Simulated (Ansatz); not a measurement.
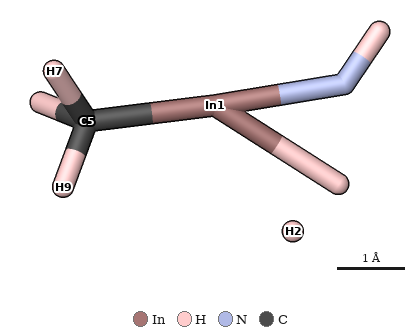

Figure 1. The starting structure (stick view, seen at a tilt; atoms are numbered from 1 in the order of the input). Sticks mark near contacts.

# Run report: CH6InN, saddle-point search

System: CH6InN.
Method: RKS PBE0-D4/def2-TZVP (Ansatz 0.2.0).

Figures and captions count atoms from 1; the log counts them from 0 in places.

What the program printed
```
Functional definition: PBE0
  name "PBE0"
  cite "Adamo & Barone, J. Chem. Phys. 110, 6158 (1999) doi:10.1063/1.478522"
  cite "Perdew, Burke & Ernzerhof, Phys. Rev. Lett. 77, 3865 (1996) doi:10.1103/PhysRevLett.77.3865"
  parent pbe
  parameter a = 0.25
  parameter kappa = 0.804
  parameter beta = 0.06672455060314922
  exchange = (1 - a)*pbe_x(kappa = kappa, mu = beta*pi^2/3) + a*exact_x
  correlation = pbe_c(beta = beta)
1080 factors; their error is unknown
mean field evaluation 1: about -7775.8766 eV, gradient 8.7e1 eV
mean field evaluation 2: about -7677.2725 eV, gradient 1.6e2 eV
mean field evaluation 4: about -7791.3994 eV, gradient 1.9e1 eV
mean field evaluation 8: about -7792.5383 eV, gradient 2.2e-1 eV
mean field evaluation 16: about -7792.5799 eV, gradient 7.3e-4 eV
mean field -7792.57986052 eV, -286.3720278737 hartree, gradient 4.5e-5 eV, S^2 0.000000; 0 other end points of the search recorded, 0 dependent functions left out
the calculation of the forces begins
reference -7792.57990177 eV, -286.3720293899 hartree; 20, 20 occupied and 128, 128 virtual orbitals, 1080 factors
these checks for a lower state are left out or cut short: stability, starts, cluster_reference, orbital_swaps, neighbouring_geometries, increment
1080 factors; their error is unknown
mean field -7792.58266500 eV, -286.3721309364 hartree, gradient 2.6e-6 eV, S^2 0.000000; 0 other end points of the search recorded, 0 dependent functions left out
[... from here on the field's lines of each further geometry are left out, up to the last ...]
saddle step   1: F+E_penalty+E_count = -7792.70854691 eV  max|allowed force component| = 6.021e0 eV/Å  curvature = -11.1282 eV/Å²  mode residual = 2.15e0 eV/Å²  Δτ_max = 0.0000 Å  (1 rotations, 3 force calls, 74 SCF iters)  cluster: 3 rotations left out, max|force component along them| = 1.879e-7 eV/Å
saddle step   2: F+E_penalty+E_count = -7793.30648744 eV  max|allowed force component| = 1.996e0 eV/Å  curvature = -5.6526 eV/Å²  mode residual = 3.29e0 eV/Å²  Δτ_max = 0.1357 Å  (1 rotations, 3 force calls, 82 SCF iters)  cluster: 3 rotations left out, max|force component along them| = 2.410e-8 eV/Å
saddle step   3: F+E_penalty+E_count = -7793.49174207 eV  max|allowed force component| = 1.408e0 eV/Å  curvature = -12.1535 eV/Å²  mode residual = 3.83e0 eV/Å²  Δτ_max = 0.1472 Å  (1 rotations, 3 force calls, 76 SCF iters)  cluster: 3 rotations left out, max|force component along them| = 8.163e-8 eV/Å
saddle step   4: F+E_penalty+E_count = -7793.51523111 eV  max|allowed force component| = 1.274e0 eV/Å  curvature = -11.6544 eV/Å²  mode residual = 8.01e-1 eV/Å²  Δτ_max = 0.0161 Å  (1 rotations, 3 force calls, 76 SCF iters)  cluster: 3 rotations left out, max|force component along them| = 1.441e-8 eV/Å
saddle step   5: F+E_penalty+E_count = -7793.56759213 eV  max|allowed force component| = 5.330e-1 eV/Å  curvature = -9.6372 eV/Å²  mode residual = 1.47e0 eV/Å²  Δτ_max = 0.0490 Å  (1 rotations, 3 force calls, 77 SCF iters)  cluster: 3 rotations left out, max|force component along them| = 2.057e-8 eV/Å
saddle step   6: F+E_penalty+E_count = -7793.58203282 eV  max|allowed force component| = 3.109e-1 eV/Å  curvature = -9.9359 eV/Å²  mode residual = 4.35e-1 eV/Å²  Δτ_max = 0.0195 Å  (1 rotations, 3 force calls, 76 SCF iters)  cluster: 3 rotations left out, max|force component along them| = 3.248e-8 eV/Å
saddle step   7: F+E_penalty+E_count = -7793.58728141 eV  max|allowed force component| = 6.970e-2 eV/Å  curvature = -10.0649 eV/Å²  mode residual = 4.56e-1 eV/Å²  Δτ_max = 0.0119 Å  (1 rotations, 10 force calls, 238 SCF iters)  cluster: 3 rotations left out, max|force component along them| = 3.239e-8 eV/Å
saddle search: the force at step 8 is within saddle.f_tol, and the search now checks the order of the point unasked, as it does wherever a lone molecule whose rigid rotations it leaves out would converge (saddle.isolated_cluster): at most 100 rotations across the mode and 202 force calls, two more next to a line or behind a second negative curvature, two more where it reads a positive, two for each turn that reads one and six more at each negative that it reads, and up to 22 at one that stands (24 where saddle.amplitude is under 0.005 Å), over each length that the point is read over (saddle.order_check: false declines the check)
saddle search: the rotation starts from a random direction (saddle.seed = 0)
the calculation of the forces begins
reference -7793.47071087 eV, -286.4047660202 hartree; 20, 20 occupied and 128, 128 virtual orbitals, 1080 factors
1080 factors; their error is unknown
mean field evaluation 576: about -7793.4319 eV, gradient 2.2e-2 eV
mean field -7793.47369531 eV, -286.4048756965 hartree, gradient 2.2e-5 eV, S^2 0.000000; 1 other end points of the search recorded, 0 dependent functions left out
the calculation of the forces begins
reference -7793.47373667 eV, -286.4048772164 hartree; 20, 20 occupied and 128, 128 virtual orbitals, 1080 factors
saddle step   8: F+E_penalty+E_count = -7793.59031975 eV  max|allowed force component| = 6.043e-2 eV/Å  curvature = -10.0820 eV/Å² (error put at 0.0064; -10.0881 at half of saddle.amplitude)  mode residual = 3.84e-1 eV/Å²  Δτ_max = 0.0489 Å  (1 rotations, 50 force calls, 1152 SCF iters)  order check (unasked): unresolved, curvature across the mode = +0.0079 eV/Å² (39 force calls)  cluster: 3 rotations left out, max|force component along them| = 4.180e-8 eV/Å
```

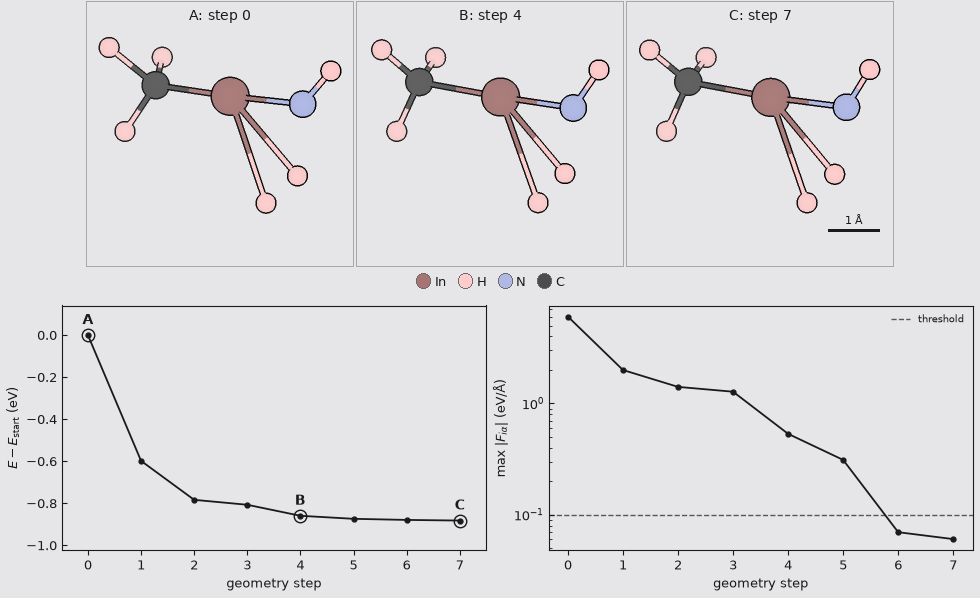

Figure 2. Frames of the saddle-point search (ball-and-stick view, seen at a tilt) above the curves, on which the letters mark them (the first geometry is step 0 here and step 1 in the log).

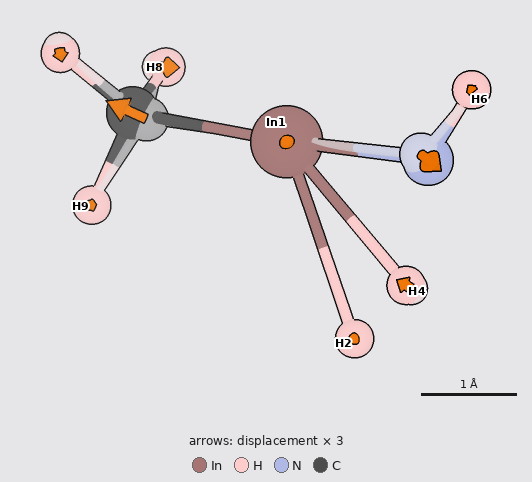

Figure 3. Start (faint) and end (solid) with the displacements as orange arrows, magnified 3 times (ball-and-stick view, seen at a tilt). The two geometries are laid on each other by the best rigid fit. After 7 geometry steps the energy has fallen by 0.882 eV. Largest force component: 6 eV/Å at the start, 0.06 eV/Å at the end. C5 moves most after the best rigid fit: 0.16 Å. By element the largest moves are C 0.16 Å, N 0.12 Å, H 0.09 Å, In 0.05 Å. Distances before and after: C5–H7 1.264 → 1.090 Å, In1–C5 1.945 → 2.118 Å, In1–H4 2.210 → 2.122 Å, N3–H6 0.968 → 1.020 Å. Among the angles that change: H7–C5–H8 96.5° → 109.4°, In1–C5–H8 122.0° → 110.0°, H7–C5–H9 99.6° → 109.4°. (Atoms are counted from 1 in the order of the input.)

```
saddle search: converged; its order check could not tell the order of the point: after 35 rotations it read +0.008 eV/Å² across the mode with a residual of 9.57e-2 eV/Å², and holds the second-lowest curvature to +0.008 eV/Å² at the most. That shows no second curvature under the negative of saddle.curvature_tol, and does not show that there is none
Total energy: -7793.59036111 eV, -286.4091630854 hartree
Atom 0 at    -0.142345     0.318971    -0.122558 Å, force    -0.003833     0.003720    -0.005318 eV/Å
Atom 1 at    -1.182373    -1.242113    -1.282327 Å, force    -0.002417    -0.000784    -0.000562 eV/Å
Atom 2 at    -1.465182     1.001967    -1.368113 Å, force    -0.006639     0.050764    -0.003576 eV/Å
Atom 3 at    -1.534818    -0.389974    -1.558873 Å, force     0.003973     0.006215     0.002864 eV/Å
Atom 4 at     1.318874    -0.336016     1.263057 Å, force     0.002200     0.000778    -0.000053 eV/Å
Atom 5 at    -1.707366     1.978877    -1.531241 Å, force     0.014202    -0.060429     0.009925 eV/Å
Atom 6 at     2.234706     0.244478     1.150523 Å, force    -0.007119     0.000101    -0.001704 eV/Å
Atom 7 at     0.942972    -0.226887     2.280459 Å, force     0.001715    -0.002307    -0.003342 eV/Å
Atom 8 at     1.529038    -1.387445     1.064487 Å, force    -0.002083     0.001943     0.001767 eV/Å
Dipole moment:     0.593643     0.154969     0.596120 e Å
```

Trajectory as extended XYZ (Å, eV, eV/Å), 8 frames, from step=1 to step=8
```
9
Properties=species:S:1:pos:R:3:forces:R:3 step=1 energy=-7792.70855
In   -0.1327    0.3165   -0.0724   -2.7129   1.5459  -2.5895
H    -1.1675   -1.2629   -1.2626   -0.4223   0.5024  -0.2350
N    -1.3716    1.0717   -1.4072    1.0831  -3.4356   0.6297
H    -1.5972   -0.4143   -1.5577    0.7104  -0.0611   0.3989
C     1.1683   -0.3525    1.2090    6.0209  -0.0427   3.2752
H    -1.7335    1.9587   -1.5442   -0.6412   2.4365  -0.0488
H     2.2554    0.2914    1.1605   -2.9204  -1.4697  -0.2740
H     1.0134   -0.2574    2.3205   -0.4799  -0.1359  -1.0797
H     1.5590   -1.3893    1.0496   -0.6378   0.6602  -0.0769
9
Properties=species:S:1:pos:R:3:forces:R:3 step=2 energy=-7793.30649
In   -0.1039    0.3089   -0.0563   -1.9956   0.9051  -1.8217
H    -1.2525   -1.1596   -1.2852    0.5212  -1.7657   0.3479
N    -1.3676    0.9780   -1.3976    0.2013   0.4478   0.3417
H    -1.5033   -0.3994   -1.5482   -0.4047   0.5753  -0.2850
C     1.2650   -0.3259    1.2431    1.0996  -1.2386   1.8000
H    -1.7228    1.9202   -1.5127    0.1679   0.4351   0.0894
H     2.1539    0.2575    1.0944    0.5756   0.4444   0.0719
H     0.9627   -0.2507    2.3049    0.0842   0.0298  -0.5330
H     1.5619   -1.3671    1.0528   -0.2496   0.1667  -0.0112
9
Properties=species:S:1:pos:R:3:forces:R:3 step=3 energy=-7793.49174
In   -0.1202    0.3147   -0.0706   -1.4081   0.4706  -1.2974
H    -1.1825   -1.2843   -1.2504   -0.0471   0.4685  -0.0749
N    -1.3775    1.0139   -1.3945    0.0502  -0.1250   0.1957
H    -1.5222   -0.3853   -1.5406    0.1174  -0.0516   0.1550
C     1.2781   -0.3299    1.2430    0.5082  -0.7310   0.9230
H    -1.7050    1.9821   -1.4997    0.1867  -0.3739   0.0647
H     2.1542    0.2744    1.0898    0.5597   0.2285   0.1032
H     0.9462   -0.2490    2.2790    0.0342   0.0642  -0.0355
H     1.5223   -1.3747    1.0395   -0.0011   0.0497  -0.0338
9
Properties=species:S:1:pos:R:3:forces:R:3 step=4 energy=-7793.51523
In   -0.1240    0.3132   -0.0725   -1.2740   0.4480  -1.1948
H    -1.1850   -1.2725   -1.2611   -0.0376   0.3181  -0.0314
N    -1.3810    1.0095   -1.3956    0.0605  -0.1283   0.1921
H    -1.5289   -0.3869   -1.5377    0.1143  -0.0395   0.1012
C     1.2789   -0.3321    1.2452    0.7019  -0.4904   0.8005
H    -1.7032    1.9758   -1.5013    0.1360  -0.2299   0.0544
H     2.1648    0.2751    1.0992    0.2989   0.0634   0.0913
H     0.9494   -0.2445    2.2804   -0.0015   0.0241  -0.0042
H     1.5224   -1.3759    1.0388    0.0016   0.0344  -0.0092
9
Properties=species:S:1:pos:R:3:forces:R:3 step=5 energy=-7793.56759
In   -0.1428    0.3090   -0.0865   -0.4796   0.1449  -0.5330
H    -1.2012   -1.2347   -1.2849    0.1044  -0.2682   0.1039
N    -1.4030    0.9882   -1.4000    0.0359   0.0669   0.1296
H    -1.5390   -0.3815   -1.5421   -0.0531   0.1139  -0.0755
C     1.2989   -0.3332    1.2575    0.3807  -0.0570   0.2779
H    -1.6976    1.9547   -1.5022   -0.0453   0.1313  -0.0494
H     2.1999    0.2656    1.1320    0.0781  -0.0048   0.0004
H     0.9524   -0.2311    2.2826   -0.0422  -0.0588   0.0957
H     1.5260   -1.3751    1.0391    0.0210  -0.0683   0.0504
9
Properties=species:S:1:pos:R:3:forces:R:3 step=6 energy=-7793.58203
In   -0.1535    0.3129   -0.0970   -0.1320   0.0513  -0.2231
H    -1.1945   -1.2475   -1.2853    0.0196  -0.0412   0.0525
N    -1.4162    0.9950   -1.4002   -0.0240   0.0650   0.0660
H    -1.5420   -0.3880   -1.5436   -0.0023  -0.0156  -0.0543
C     1.3064   -0.3318    1.2611    0.3109   0.0905   0.0402
H    -1.6961    1.9673   -1.5033   -0.0461   0.0507  -0.0505
H     2.2180    0.2634    1.1387   -0.1359  -0.1111   0.0209
H     0.9487   -0.2334    2.2821   -0.0287  -0.0221   0.1149
H     1.5226   -1.3760    1.0429    0.0384  -0.0675   0.0334
9
Properties=species:S:1:pos:R:3:forces:R:3 step=7 energy=-7793.58728
In   -0.1579    0.3154   -0.1058    0.0697  -0.0225  -0.0185
H    -1.1955   -1.2484   -1.2795    0.0135   0.0170   0.0092
N    -1.4271    0.9995   -1.3986   -0.0679   0.0470   0.0099
H    -1.5393   -0.3883   -1.5536   -0.0084  -0.0191  -0.0103
C     1.3141   -0.3315    1.2639    0.0472   0.0128   0.0028
H    -1.7035    1.9724   -1.5104   -0.0266   0.0194  -0.0482
H     2.2257    0.2569    1.1448   -0.0470  -0.0230   0.0042
H     0.9497   -0.2357    2.2855   -0.0020  -0.0023   0.0330
H     1.5272   -1.3783    1.0492    0.0215  -0.0293   0.0179
9
Properties=species:S:1:pos:R:3:forces:R:3 step=8 energy=-7793.59032
In   -0.1423    0.3190   -0.1226   -0.0038   0.0037  -0.0053
H    -1.1824   -1.2421   -1.2823   -0.0024  -0.0008  -0.0006
N    -1.4652    1.0020   -1.3681   -0.0066   0.0508  -0.0036
H    -1.5348   -0.3900   -1.5589    0.0040   0.0062   0.0029
C     1.3189   -0.3360    1.2631    0.0022   0.0008  -0.0001
H    -1.7074    1.9789   -1.5312    0.0142  -0.0604   0.0099
H     2.2347    0.2445    1.1505   -0.0071   0.0001  -0.0017
H     0.9430   -0.2269    2.2805    0.0017  -0.0023  -0.0033
H     1.5290   -1.3874    1.0645   -0.0021   0.0019   0.0018
```

The run was set up as follows.

Input
```yaml
crystal:
  periodic: [false, false, false]
  atoms:
    - {symbol: In, position_ang: [-0.132682, 0.316480, -0.072366]}
    - {symbol: H, position_ang: [-1.167541, -1.262887, -1.262585]}
    - {symbol: N, position_ang: [-1.371602, 1.071747, -1.407244]}
    - {symbol: H, position_ang: [-1.597243, -0.414291, -1.557669]}
    - {symbol: C, position_ang: [1.168260, -0.352538, 1.209002]}
    - {symbol: H, position_ang: [-1.733464, 1.958660, -1.544240]}
    - {symbol: H, position_ang: [2.255372, 0.291408, 1.160492]}
    - {symbol: H, position_ang: [1.013367, -0.257384, 2.320472]}
    - {symbol: H, position_ang: [1.559039, -1.389336, 1.049552]}
basis:
  gaussian: {orbitals: def2-TZVP}
hamiltonian: {xc: pbe0, dispersion: d4}
saddle:
  f_tol: 0.1
  max_steps: 40
  mode_guess:
    - [0.0076, 0.3818, 0.0401]
    - [-0.1649, -0.0229, -0.1631]
    - [0.0115, 0.2222, 0.0272]
    - [0.1498, -0.7925, 0.0848]
    - [-0.0415, -0.0040, -0.0381]
    - [0.1112, 0.2323, 0.1286]
    - [-0.0273, -0.0079, -0.0168]
    - [-0.0187, -0.0083, -0.0257]
    - [-0.0278, -0.0008, -0.0369]
```

Launch command:
```bash
ansatz run in.yaml --threads 4 --pin off --events-out ev --progress --plain --max-ram 9574MiB
```

Key numbers

- outcome: converged
- total energy: −7793.5904 eV
- mean-field energy: −7793.4737 eV
- dispersion energy: −0.1166 eV
- largest force (length of the vector) at the end: 0.063 eV/Å
- dipole moment: 4.11 D
- hardware: 4 threads of Arm Neoverse V1, 23 GiB of memory available, shared host
- wall time: 1.7 min (CPU time 6.4 min)
- peak memory: 0.42 GiB

Remarks

The program could not tell the order of the saddle point.
